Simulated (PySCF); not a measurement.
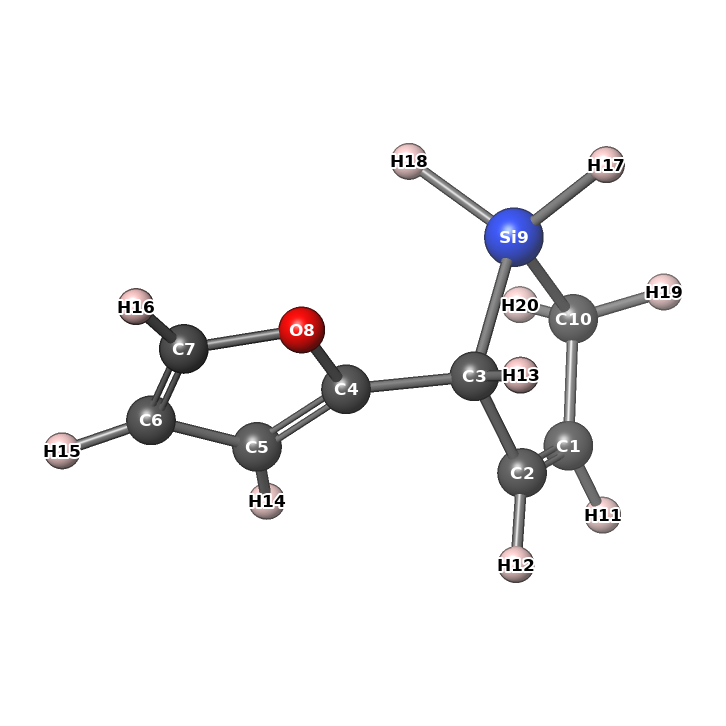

Atoms fade into the background with distance from the viewer. Computed geometry: PBE0-D3(BJ)/def2-SVP optimisation. No frequency run is at hand to confirm it as a minimum.

Find the stereocentres and stereogenic double bonds.

Centres: C3.

Assign CIP descriptors.

C3: R (priorities Si9 > C4 > C2 > H13).

Write the isomeric SMILES.

C1=C[C@H](c2ccco2)[SiH2]C1
